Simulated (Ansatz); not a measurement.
**A computed series for SrHfO3: carrier doping**

Base system: SrHfO3 in the cubic perovskite structure (space group Pm-3m, No. 221; a = 4.106 Å).

Carriers are added at fixed cell with a uniform background; the Fermi–Dirac width is that of 300 K.

Computed with PBEsol in Ansatz (plane waves to 420 eV, PAW, without spin-orbit coupling).

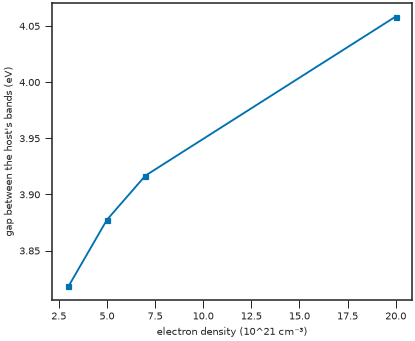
Gap between the host's bands against electron density

Problem. From the plot, what is the gap between the host's bands for electrons 2.0×10^22 cm⁻³?

Solution. About 4.06 eV.

Problem. Is the trend monotonic over the range shown?

Solution. Yes, it rises throughout, spanning 3.82 eV to 4.06 eV.

Carriers are added with a uniform compensating background; total energy and stress of such cells depend on the potential's zero and are not compared; many-body gap narrowing is missing at this level. Spin-orbit coupling, missing from the scalar runs, can matter with Hf. Whether these cells are dynamically stable was not tested. Many cubic perovskites are stable only at high temperature; tilts and polar distortions were not tested.

Ansatz is a first-principles code.
